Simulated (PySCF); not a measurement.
Geometry relaxation, with input and output: Si2H3OF (part 2 of 3)

The same run, continued: Si2H3OF, SMILES F[Si]O[SiH3]; HF/Sapporo-DZP, RHF (PySCF 2.14.0). The atoms were displaced at random from an optimised geometry.

Geometry of the input (Å):
```
F  0.6660  -1.8415  1.6041
Si -0.4565  -2.1542  0.5211
O  -0.5470  -0.7489  -0.2697
Si 0.0254  0.7060  -0.4120
H  -0.7142  1.5349  -1.5647
H  -0.3628  1.6492  0.8464
H  1.4729  0.8324  -0.5962
```

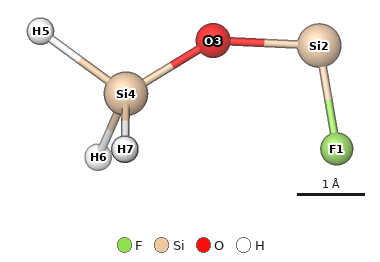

Figure 1. The starting structure (ball-and-stick view, seen at a tilt; atoms are numbered from 1 in the order of the input).

### Output, continued
```
Geometry optimization cycle 8
Cartesian coordinates (Angstrom)
 Atom        New coordinates             dX        dY        dZ
   F   0.684113  -1.797649   1.618014   -0.002338  0.019653  0.000915
  Si  -0.459812  -2.165042   0.504713    0.003906  0.001874  0.000104
   O  -0.581831  -0.734777  -0.290519   -0.004406 -0.003785 -0.010463
  Si  -0.006618   0.833205  -0.396608   -0.000102 -0.004270  0.000296
   H  -0.672179   1.470671  -1.552221    0.000704  0.005441  0.004522
   H  -0.337948   1.563594   0.845787    0.002461 -0.011743  0.005031
   H   1.458003   0.807752  -0.600090   -0.000225 -0.007171 -0.000406
converged SCF energy = -753.980073900475
--------------- DFRHF_Scanner gradients ---------------
         x                y                z
0 F     0.0000133047    -0.0000146495     0.0000286295
1 Si    -0.0000235819     0.0008336176    -0.0005441615
2 O    -0.0000103032    -0.0009644913     0.0005798669
3 Si     0.0001854242     0.0001240500     0.0000639539
4 H    -0.0001145182     0.0001119649    -0.0000472124
5 H    -0.0000498445     0.0000095412    -0.0001278247
6 H    -0.0000004810    -0.0001000329     0.0000467482
----------------------------------------------
cycle 8: E = -753.9800739  dE = -6.50303e-06  norm(grad) = 0.00154021
Step    7 : Displace = 1.098e-02/1.966e-02 (rms/max) Trust = 3.000e-01 (=) Grad = 5.821e-04/1.125e-03 (rms/max) E (change) = -753.9800739005 (-6.503e-06) Quality = 1.315
Hessian Eigenvalues: 9.22636e-03 2.30113e-02 4.99998e-02 ... 3.62524e-01 5.12377e-01 5.39773e-01

Geometry optimization cycle 9
Cartesian coordinates (Angstrom)
 Atom        New coordinates             dX        dY        dZ
   F   0.681999  -1.789179   1.619232   -0.002114  0.008470  0.001218
  Si  -0.458367  -2.164722   0.505050    0.001445  0.000320  0.000336
   O  -0.583213  -0.736387  -0.295749   -0.001381 -0.001610 -0.005230
  Si  -0.006594   0.831330  -0.396710    0.000024 -0.001875 -0.000101
   H  -0.671822   1.472466  -1.550021    0.000357  0.001794  0.002200
   H  -0.336206   1.557839   0.848827    0.001742 -0.005754  0.003040
   H   1.457931   0.806407  -0.601553   -0.000072 -0.001345 -0.001463
converged SCF energy = -753.980076434096
--------------- DFRHF_Scanner gradients ---------------
         x                y                z
0 F    -0.0000037953    -0.0000073829     0.0000088441
1 Si     0.0000669395     0.0002664262    -0.0001791318
2 O    -0.0001109039    -0.0002620904     0.0001802928
3 Si     0.0001058891    -0.0000061737    -0.0000586079
4 H    -0.0000164904     0.0000120845     0.0000250247
5 H    -0.0000537361     0.0000445177     0.0000054525
6 H     0.0000120973    -0.0000473813     0.0000181256
----------------------------------------------
cycle 9: E = -753.980076434  dE = -2.53362e-06  norm(grad) = 0.000494514
Step    8 : Displace = 4.969e-03/8.729e-03 (rms/max) Trust = 3.000e-01 (=) Grad = 1.869e-04/3.369e-04 (rms/max) E (change) = -753.9800764341 (-2.534e-06) Quality = 1.229
Hessian Eigenvalues: 8.51740e-03 2.29375e-02 4.99998e-02 ... 3.40150e-01 4.50302e-01 5.39574e-01

Geometry optimization cycle 10
Cartesian coordinates (Angstrom)
 Atom        New coordinates             dX        dY        dZ
   F   0.680770  -1.789052   1.620310   -0.001230  0.000127  0.001078
  Si  -0.458557  -2.165129   0.505319   -0.000190 -0.000408  0.000270
   O  -0.582406  -0.736562  -0.296449    0.000807 -0.000175 -0.000700
  Si  -0.006477   0.831292  -0.396897    0.000117 -0.000038 -0.000188
   H  -0.672268   1.472583  -1.549919   -0.000445  0.000117  0.000102
   H  -0.335290   1.556671   0.849344    0.000916 -0.001168  0.000517
   H   1.457956   0.807952  -0.602632    0.000025  0.001545 -0.001079
converged SCF energy = -753.980077019804
--------------- DFRHF_Scanner gradients ---------------
         x                y                z
0 F    -0.0000066664     0.0000045858    -0.0000013822
1 Si     0.0000785461    -0.0000717133     0.0000003459
2 O    -0.0001283562     0.0000995259     0.0000202994
3 Si     0.0000675805    -0.0000325365     0.0000141644
4 H    -0.0000026327     0.0000076081    -0.0000277212
5 H    -0.0000103317    -0.0000066751    -0.0000203818
6 H     0.0000018604    -0.0000007948     0.0000146754
----------------------------------------------
cycle 10: E = -753.98007702  dE = -5.85708e-07  norm(grad) = 0.000213585
Step    9 : Displace = 1.221e-03/1.890e-03 (rms/max) Trust = 3.000e-01 (=) Grad = 8.073e-05/1.637e-04 (rms/max) E (change) = -753.9800770198 (-5.857e-07) Quality = 1.285
Hessian Eigenvalues: 6.48618e-03 2.23497e-02 4.34816e-02 ... 3.70571e-01 5.25074e-01 5.40387e-01

Geometry optimization cycle 11
Cartesian coordinates (Angstrom)
 Atom        New coordinates             dX        dY        dZ
   F   0.679216  -1.789299   1.621733   -0.001553 -0.000247  0.001423
  Si  -0.458720  -2.165386   0.505352   -0.000163 -0.000257  0.000032
   O  -0.581092  -0.736846  -0.297117    0.001314 -0.000284 -0.000667
  Si  -0.006246   0.831365  -0.397175    0.000231  0.000074 -0.000277
   H  -0.673026   1.472598  -1.549525   -0.000758  0.000015  0.000394
   H  -0.334472   1.555845   0.849817    0.000818 -0.000826  0.000473
   H   1.458068   0.809478  -0.604009    0.000112  0.001526 -0.001378
converged SCF energy = -753.980077381055
--------------- DFRHF_Scanner gradients ---------------
         x                y                z
0 F    -0.0000032311     0.0000062973    -0.0000000890
1 Si     0.0000741888    -0.0001934511     0.0000632882
2 O    -0.0001326045     0.0002246170    -0.0000407590
3 Si     0.0000319050    -0.0000334075    -0.0000282589
4 H     0.0000299673    -0.0000214655    -0.0000105775
5 H    -0.0000005053    -0.0000059067     0.0000080116
6 H     0.0000002799     0.0000233166     0.0000083846
----------------------------------------------
cycle 11: E = -753.980077381  dE = -3.61251e-07  norm(grad) = 0.000348995
Step   10 : Displace = 1.390e-03/2.094e-03 (rms/max) Trust = 3.000e-01 (=) Grad = 1.319e-04/2.640e-04 (rms/max) E (change) = -753.9800773811 (-3.613e-07) Quality = 1.656
Hessian Eigenvalues: 2.19852e-03 2.16264e-02 3.24675e-02 ... 3.74445e-01 5.39339e-01 6.44162e-01

Geometry optimization cycle 12
Cartesian coordinates (Angstrom)
 Atom        New coordinates             dX        dY        dZ
   F   0.673477  -1.788642   1.626864   -0.005739  0.000657  0.005131
  Si  -0.458780  -2.165933   0.505169   -0.000060 -0.000547 -0.000182
   O  -0.576501  -0.738253  -0.300076    0.004591 -0.001407 -0.002960
  Si  -0.005346   0.831333  -0.398075    0.000900 -0.000032 -0.000900
   H  -0.676045   1.473371  -1.547596   -0.003019  0.000774  0.001928
   H  -0.331573   1.552264   0.851508    0.002899 -0.003580  0.001691
   H   1.458497   0.813613  -0.608718    0.000429  0.004135 -0.004709
converged SCF energy = -753.98007834031
--------------- DFRHF_Scanner gradients ---------------
         x                y                z
0 F     0.0000021287     0.0000099958    -0.0000018011
1 Si     0.0000528032    -0.0003602119     0.0001556267
2 O    -0.0001176115     0.0003878320    -0.0001267463
3 Si    -0.0000264836    -0.0000261003    -0.0000471447
4 H     0.0000665379    -0.0000521639    -0.0000088051
5 H     0.0000274828    -0.0000225105     0.0000276057
6 H    -0.0000048574     0.0000631589     0.0000012648
----------------------------------------------
cycle 12: E = -753.98007834  dE = -9.59254e-07  norm(grad) = 0.00059502
Step   11 : Displace = 4.934e-03/7.612e-03 (rms/max) Trust = 3.000e-01 (=) Grad = 2.249e-04/4.246e-04 (rms/max) E (change) = -753.9800783403 (-9.593e-07) Quality = 1.508
Hessian Eigenvalues: 9.87661e-04 2.20136e-02 3.18739e-02 ... 3.73866e-01 5.39313e-01 6.78031e-01

Geometry optimization cycle 13
Cartesian coordinates (Angstrom)
 Atom        New coordinates             dX        dY        dZ
   F   0.663869  -1.785887   1.635246   -0.009608  0.002755  0.008382
  Si  -0.458157  -2.166477   0.504432    0.000624 -0.000543 -0.000737
   O  -0.569257  -0.740896  -0.305498    0.007244 -0.002643 -0.005422
  Si  -0.003815   0.830959  -0.399456    0.001531 -0.000374 -0.001381
   H  -0.681170   1.475195  -1.543746   -0.005125  0.001824  0.003850
   H  -0.326941   1.545997   0.854351    0.004632 -0.006268  0.002844
   H   1.459199   0.818864  -0.616254    0.000702  0.005250 -0.007536
converged SCF energy = -753.980079491666
--------------- DFRHF_Scanner gradients ---------------
         x                y                z
0 F     0.0000072420     0.0000089608    -0.0000025640
1 Si     0.0000199620    -0.0003774397     0.0001814135
2 O    -0.0000759669     0.0003961993    -0.0001580571
3 Si    -0.0000675722    -0.0000138777    -0.0000666923
4 H     0.0000834056    -0.0000690858     0.0000039861
5 H     0.0000390032    -0.0000231759     0.0000466592
6 H    -0.0000060737     0.0000784189    -0.0000047454
----------------------------------------------
cycle 13: E = -753.980079492  dE = -1.15136e-06  norm(grad) = 0.000628516
Step   12 : Displace = 8.129e-03/1.285e-02 (rms/max) Trust = 3.000e-01 (=) Grad = 2.376e-04/4.333e-04 (rms/max) E (change) = -753.9800794917 (-1.151e-06) Quality = 1.433
Hessian Eigenvalues: 6.74588e-04 2.23600e-02 3.18647e-02 ... 3.67613e-01 5.39068e-01 5.80887e-01

Geometry optimization cycle 14
Cartesian coordinates (Angstrom)
 Atom        New coordinates             dX        dY        dZ
   F   0.654817  -1.782241   1.642953   -0.009052  0.003646  0.007707
  Si  -0.456923  -2.166788   0.503326    0.001234 -0.000311 -0.001106
   O  -0.562785  -0.743516  -0.310726    0.006472 -0.002619 -0.005228
  Si  -0.002369   0.830420  -0.400628    0.001446 -0.000539 -0.001172
   H  -0.686074   1.477311  -1.539721   -0.004904  0.002116  0.004025
   H  -0.322765   1.540091   0.856887    0.004176 -0.005905  0.002535
   H   1.459827   0.822477  -0.623015    0.000629  0.003613 -0.006761
converged SCF energy = -753.980080272485
--------------- DFRHF_Scanner gradients ---------------
         x                y                z
0 F     0.0000074123     0.0000042310    -0.0000030153
1 Si    -0.0000060075    -0.0002033258     0.0001072924
2 O    -0.0000209325     0.0002097232    -0.0000967788
3 Si    -0.0000532914    -0.0000019721    -0.0000354187
4 H     0.0000496414    -0.0000420810     0.0000025052
5 H     0.0000274610    -0.0000157907     0.0000291622
6 H    -0.0000042832     0.0000492154    -0.0000037471
----------------------------------------------
cycle 14: E = -753.980080272  dE = -7.8082e-07  norm(grad) = 0.000345554
Step   13 : Displace = 7.557e-03/1.225e-02 (rms/max) Trust = 3.000e-01 (=) Grad = 1.306e-04/2.319e-04 (rms/max) E (change) = -753.9800802725 (-7.808e-07) Quality = 1.303
Hessian Eigenvalues: 6.95631e-04 2.21932e-02 3.19195e-02 ... 3.53884e-01 4.84546e-01 5.39641e-01

Geometry optimization cycle 15
Cartesian coordinates (Angstrom)
 Atom        New coordinates             dX        dY        dZ
   F   0.651882  -1.780446   1.645406   -0.002935  0.001794  0.002453
  Si  -0.456017  -2.166825   0.502632    0.000906 -0.000037 -0.000694
   O  -0.561000  -0.744409  -0.312446    0.001785 -0.000893 -0.001720
  Si  -0.001918   0.830146  -0.400931    0.000451 -0.000273 -0.000304
   H  -0.687686   1.478268  -1.538187   -0.001612  0.000957  0.001534
   H  -0.321544   1.538264   0.857624    0.001221 -0.001828  0.000737
   H   1.460011   0.822756  -0.625022    0.000184  0.000279 -0.002006
converged SCF energy = -753.980080472648
--------------- DFRHF_Scanner gradients ---------------
         x                y                z
0 F     0.0000036594    -0.0000002795    -0.0000015081
1 Si    -0.0000077988    -0.0000373053     0.0000245718
2 O     0.0000030850     0.0000383824    -0.0000233272
3 Si    -0.0000168527     0.0000011709    -0.0000091395
4 H     0.0000122756    -0.0000107348     0.0000016513
5 H     0.0000070226    -0.0000041507     0.0000088266
6 H    -0.0000013912     0.0000129170    -0.0000010749
----------------------------------------------
cycle 15: E = -753.980080473  dE = -2.00163e-07  norm(grad) = 7.10695e-05
Step   14 : Displace = 2.445e-03/4.162e-03 (rms/max) Trust = 3.000e-01 (=) Grad = 2.686e-05/4.535e-05 (rms/max) E (change) = -753.9800804726 (-2.002e-07) Quality = 1.197
Hessian Eigenvalues: 7.97312e-04 2.03458e-02 3.19526e-02 ... 3.47230e-01 4.61202e-01 5.39583e-01

Geometry optimization cycle 16
Cartesian coordinates (Angstrom)
 Atom        New coordinates             dX        dY        dZ
   F   0.652225  -1.780250   1.645107    0.000343  0.000196 -0.000299
  Si  -0.455766  -2.166806   0.502474    0.000251  0.000019 -0.000158
   O  -0.561464  -0.744317  -0.312238   -0.000464  0.000092  0.000208
  Si  -0.001992   0.830116  -0.400842   -0.000074 -0.000030  0.000090
   H  -0.687488   1.478332  -1.538247    0.000199  0.000064 -0.000060
   H  -0.321762   1.538561   0.857478   -0.000218  0.000298 -0.000146
   H   1.459974   0.822118  -0.624657   -0.000038 -0.000638  0.000365
converged SCF energy = -753.980080492873
--------------- DFRHF_Scanner gradients ---------------
         x                y                z
0 F     0.0000011253    -0.0000008839    -0.0000017542
1 Si    -0.0000031834     0.0000043478     0.0000014566
2 O     0.0000036861    -0.0000046757    -0.0000009363
3 Si    -0.0000012567     0.0000012338     0.0000009245
4 H     0.0000002022    -0.0000001684    -0.0000003931
5 H    -0.0000003879    -0.0000003182     0.0000002633
6 H    -0.0000001856     0.0000004646     0.0000004392
----------------------------------------------
cycle 16: E = -753.980080493  dE = -2.0225e-08  norm(grad) = 8.80647e-06
Step   15 : Displace = 4.410e-04/7.327e-04 (rms/max) Trust = 3.000e-01 (=) Grad = 3.329e-06/6.027e-06 (rms/max) E (change) = -753.9800804929 (-2.023e-08) Quality = 1.173
Hessian Eigenvalues: 8.14410e-04 1.55062e-02 3.20453e-02 ... 3.51742e-01 4.74479e-01 5.39549e-01

Geometry optimization cycle 17
Cartesian coordinates (Angstrom)
 Atom        New coordinates             dX        dY        dZ
   F   0.652005  -1.780051   1.645286   -0.000220  0.000199  0.000179
  Si  -0.455593  -2.166849   0.502350    0.000173 -0.000043 -0.000124
   O  -0.561453  -0.744354  -0.312321    0.000011 -0.000037 -0.000082
  Si  -0.001979   0.830087  -0.400848    0.000012 -0.000029 -0.000007
   H  -0.687569   1.478402  -1.538145   -0.000081  0.000070  0.000102
   H  -0.321652   1.538463   0.857534    0.000110 -0.000099  0.000056
   H   1.459968   0.822057  -0.624780   -0.000005 -0.000061 -0.000123
converged SCF energy = -753.980080495128
--------------- DFRHF_Scanner gradients ---------------
         x                y                z
0 F     0.0000000855    -0.0000002159    -0.0000002309
1 Si    -0.0000004402     0.0000070175    -0.0000025137
2 O     0.0000011768    -0.0000077677     0.0000016762
3 Si     0.0000020825     0.0000004596     0.0000013623
4 H    -0.0000015818     0.0000012948     0.0000000146
5 H    -0.0000012308     0.0000000890    -0.0000005307
6 H    -0.0000000920    -0.0000008773     0.0000002222
----------------------------------------------
cycle 17: E = -753.980080495  dE = -2.25498e-09  norm(grad) = 1.15591e-05
Step   16 : Displace = 1.859e-04/3.417e-04 (rms/max) Trust = 3.000e-01 (=) Grad = 4.369e-06/8.033e-06 (rms/max) E (change) = -753.9800804951 (-2.255e-09) Quality = 1.522
Hessian Eigenvalues: 7.63317e-04 1.61667e-02 3.26013e-02 ... 3.51772e-01 4.74937e-01 5.39554e-01

Geometry optimization cycle 18
Cartesian coordinates (Angstrom)
 Atom        New coordinates             dX        dY        dZ
   F   0.652183  -1.780168   1.645141    0.000178 -0.000117 -0.000144
  Si  -0.455591  -2.166864   0.502343    0.000002 -0.000015 -0.000007
   O  -0.561612  -0.744276  -0.312160   -0.000160  0.000078  0.000161
  Si  -0.002015   0.830110  -0.400821   -0.000036  0.000023  0.000027
   H  -0.687460   1.478343  -1.538248    0.000108 -0.000059 -0.000104
   H  -0.321727   1.538646   0.857460   -0.000076  0.000183 -0.000073
   H   1.459950   0.821963  -0.624640   -0.000018 -0.000094  0.000140
converged SCF energy = -753.980080495471
--------------- DFRHF_Scanner gradients ---------------
         x                y                z
0 F     0.0000007670    -0.0000003995    -0.0000004260
1 Si    -0.0000007200     0.0000022776    -0.0000003116
2 O     0.0000001009    -0.0000021179     0.0000005013
3 Si     0.0000011725     0.0000000099     0.0000003856
4 H    -0.0000004028     0.0000003725    -0.0000001118
5 H    -0.0000009107     0.0000002433    -0.0000004637
6 H    -0.0000000070    -0.0000003860     0.0000004262
----------------------------------------------
cycle 18: E = -753.980080495  dE = -3.43334e-10  norm(grad) = 3.84062e-06
Step   17 : Displace = 1.794e-04/2.598e-04 (rms/max) Trust = 3.000e-01 (=) Grad = 1.452e-06/2.409e-06 (rms/max) E (change) = -753.9800804955 (-3.433e-10) Quality = 0.659
Hessian Eigenvalues: 1.08101e-03 2.09786e-02 3.17267e-02 ... 3.42411e-01 4.54139e-01 5.39539e-01
```
